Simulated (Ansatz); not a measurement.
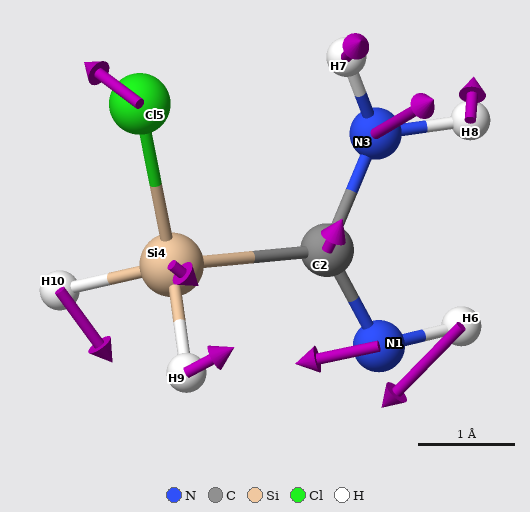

A relaxation of CH$_{5}$ClN$_{2}$Si (coarse preliminary run). The starting structure is drawn; purple arrows show the displacements, magnified 5 times. The two geometries are superimposed by the best rigid fit.

The picture is a ball-and-stick view, seen at a tilt.

The start comes from a force field.

Method: RKS PBE-D4/def2-SVP in Ansatz 0.2.0.

The input:
```yaml
crystal:
  periodic: [false, false, false]
  atoms:
    - {symbol: N, position_ang: [-1.425800, -0.003300, 1.050000]}
    - {symbol: C, position_ang: [-0.316800, -0.019500, 0.474400]}
    - {symbol: N, position_ang: [0.815900, 0.148300, 1.165700]}
    - {symbol: Si, position_ang: [-0.180600, -0.330700, -1.440000]}
    - {symbol: Cl, position_ang: [1.641900, 0.156500, -2.096300]}
    - {symbol: H, position_ang: [-1.365100, 0.205300, 2.043800]}
    - {symbol: H, position_ang: [1.715700, 0.380800, 0.655800]}
    - {symbol: H, position_ang: [0.829800, 0.650700, 2.059500]}
    - {symbol: H, position_ang: [-1.192500, 0.538800, -2.159300]}
    - {symbol: H, position_ang: [-0.439400, -1.778200, -1.750700]}
basis:
  gaussian: {orbitals: def2-SVP}
hamiltonian: {xc: pbe, dispersion: d4}
relax: {f_tol: 0.03, max_steps: 200}
```

Launched with:
```bash
ansatz run in.yaml --threads 4 --pin off --events-out ev --progress --plain --max-ram 10444MiB
```

**What did the optimiser do to the structure, and how much energy did it gain?**

Over 11 geometry steps the energy falls by 45.1 kJ/mol. The largest force component goes from 4.5 to 0.021 eV/Å. H6 moves most after the best rigid fit: 0.26 Å. By element the largest moves are H 0.26 Å, N 0.25 Å, Cl 0.18 Å, Si 0.08 Å, C 0.08 Å. Near-neighbour distances that change, for instance: Si4–Cl5 1.997 → 2.111 Å, C2–Si4 1.944 → 1.897 Å, N1–C2 1.250 → 1.293 Å, N3–H7 1.060 → 1.021 Å. Among the angles between lasting bonds that change: N1–C2–Si4 121.2° → 109.1°, H7–N3–H8 107.5° → 118.6°, N1–C2–N3 120.8° → 130.7°.
